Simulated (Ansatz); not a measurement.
**Convergence study of the k-point mesh for a (001) slab of TiN (cut from a parent of space group no. 225; 8 atoms in the cell)**

```xyz
8
Lattice="3.0131 0.0000 0.0000 -3.0131 3.0131 0.0000 0.0000 0.0000 20.3918" Properties=species:S:1:pos:R:3 pbc="T T T"
N      1.5066     1.5066     9.1306
N      0.0000     0.0000     7.0000
N      1.5066     1.5066    13.3918
N      0.0000     0.0000    11.2612
Ti     0.0000     0.0000     9.1306
Ti     1.5066     1.5066     7.0000
Ti     0.0000     0.0000    13.3918
Ti     1.5066     1.5066    11.2612
```

Method: PBEsol, PAW files made with PBE (plane waves; Ansatz, a program for electronic structure).

Base settings: basis.ecutwfc = 420 eV; kpoints.mp_grid.grid = 12 12 1; hamiltonian.xc = pbesol; hamiltonian.pseudopotentials = {kind: paw} (the program's default PAW files); scf.occupations.method = fermi_dirac; scf.occupations.width = 0.1 eV.

Only quantities that move along the ladder and can be compared are tabulated.

The count of work is k-points × plane waves × bands × iterations; it is no time. Core times come from one kind of shared machine, to one figure; runs under 30 s give none.

The starting cell has typed, rounded lattice constants, without a prior relaxation at this level. The slab is cut from that crystal, and its faces are unrelaxed. Its lattice was rescaled by up to half a per cent. Spin polarisation is off, so a magnetic state, if there is one, cannot be reached. In the base run, forces exceed 1 eV/Å.

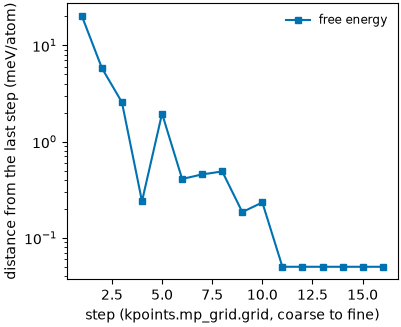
Figure. Distance from the last step along the ladder; very small values are drawn at a floor.

| kpoints.mp_grid.grid | free energy less the last step's (meV/atom) | largest difference of a force vector from the last step's (eV/Å) | count of work / last | core time / last (rough) |
|---|---|---|---|---|
| 3 3 1 | 20.20 | 0.382 | 0.014 | – |
| 4 4 1 | 5.80 | 0.149 | 0.031 | – |
| 5 5 1 | -2.56 | 0.080 | 0.029 | – |
| 6 6 1 | -0.24 | 0.077 | 0.048 | – |
| 7 7 1 | -1.96 | 0.029 | 0.048 | – |
| 8 8 1 | 0.41 | 0.020 | 0.071 | – |
| 10 10 1 | -0.46 | 0.020 | 0.10 | – |
| 11 11 1 | 0.49 | 0.010 | 0.10 | – |
| 12 12 1 | 0.19 | 0.017 | 0.13 | – |
| 13 13 1 | -0.23 | 0.008 | 0.13 | – |
| 15 15 1 | 0.04 | 0.007 | 0.17 | – |
| 18 18 1 | -0.01 | 0.001 | 0.26 | – |
| 21 21 1 | 0.00 | 0.001 | 0.31 | – |
| 24 24 1 | -0.01 | 0.000 | 0.43 | 0.4 |
| 29 29 1 | 0.00 | 0.000 | 0.57 | 0.6 |
| 34 34 1 | 0.00 | 0.000 | 0.81 | 0.8 |
| 39 39 1 | 0.00 | 0.000 | 1.0 | 1 |

Coarsest kpoints.mp_grid.grid that holds the forces within 0.005 eV/Å of the last step, with all finer ones: 18 18 1, at 0.26 of the last step's count of work; the step before is off by 0.007 eV/Å.

Coarsest kpoints.mp_grid.grid that holds the free energy within 5 meV/atom of the last step, with all finer ones: 5 5 1, at 0.029 of the last step's count of work; the step before is off by 5.8 meV/atom.

Keys are those of Ansatz 0.2.
